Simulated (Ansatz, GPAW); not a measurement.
# Polarising OH/Ag(100) with a field along the normal

The dipole of the cell at several fields, atoms fixed. What does the strongest field give, and what length does the slope stand for?

Set-up. GPAW 26.7.0, plane waves (500 eV), PAW setups, PBE, 11×11 mesh, a dipole layer in the vacuum; geometry relaxed without an applied field with Ansatz 0.2.0. The cell's area is 8.36 Å², and e/ε0 = 180.95 V Å.

Results, with one row withheld:

```tsv
field (V/Å)	dipole (e Å)
−0.2	−0.0955
−0.1	−0.0456
−0.05	−0.0206
0.05	0.0293
0.1	0.0543
0.2	0.1044
0.3	?
```

**Question.** What is the dipole at 0.3 V/Å?

**Working.** A line through the 6 points has the slope α = 0.500 e Å per V/Å and the intercept p₀ = 0.0044 e Å (r.m.s. residual 5.3e−05). At 0.3 V/Å it gives p = 0.0044 + 0.500 × 0.3 = 0.1543 e Å; the run gives 0.1544 e Å, so the response stays linear to 0.1 % of the induced part. Dividing by ε0 and the area: α/(ε0 A) = 0.500 × 180.95 / 8.36 = 10.81 Å, against 9.20 Å between the outer nuclei.

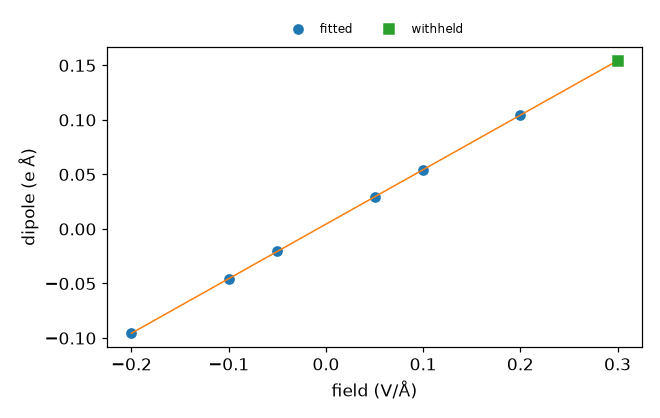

The line and the withheld run.

Caveats: This is the electronic response alone; ions that move would add to it in polar layers. No run was spin-polarised, so magnetic states weren't tested.

[Logs are printed without paths, hosts, clocks, repeated set-up lines and the standing remarks that a program may print on its own settings, such as how far it seeks lower states.]
